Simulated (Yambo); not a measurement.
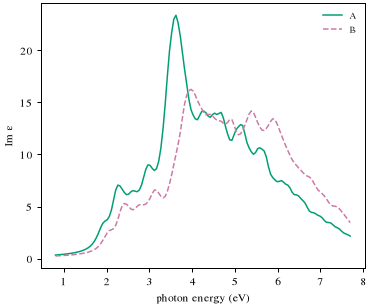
Figure: Two computed absorption spectra of SnSe2 (CdI2 type, space group P-3m1, No. 164) (Yambo, PBE bands with the same scissor, field along x)

Axes are Cartesian, with cell vectors (Å) (3.84, 0.00, 0.00), (-1.92, 3.33, 0.00), (0.00, 0.00, 6.49).

Problem. Which curve includes the electron-hole attraction (BSE)?

Solution. Curve A: the attraction moves weight to lower energy (centre of the plotted range 4.4 eV against 4.9 eV). Settings: 9×9×4 mesh, 5 valence and 5 conduction bands, static screening with 53 bands and a 4 Ry block, scissor 0.79 eV, Tamm-Dancoff. The scissor comes from a G0W0 run whose convergence isn't established. Broadening 0.15 eV. The band window holds all transitions up to 7.7 eV. On this mesh the peak heights and the fine structure are mesh artefacts; only the shift of weight is robust.

The standard potentials for Se, Sn keep a d shell in the valence without the s and p states of that shell. In tests on such compounds this moved G0W0 gaps by up to about 0.9 eV, so absolute quasiparticle energies here are unreliable; differences between settings are what counts.

Spin-orbit coupling is not included.

Geometry of the Materials Project entry, not relaxed at this level; primitive cell a = b = 3.8419 Å, c = 6.4859 Å, α = β = 90.00°, γ = 120.00°.

The distance between layers or molecules is the database entry's, not relaxed here. Functionals without dispersion can leave it too large, which widens gaps and weakens the response across layers: the numbers belong to this cell.
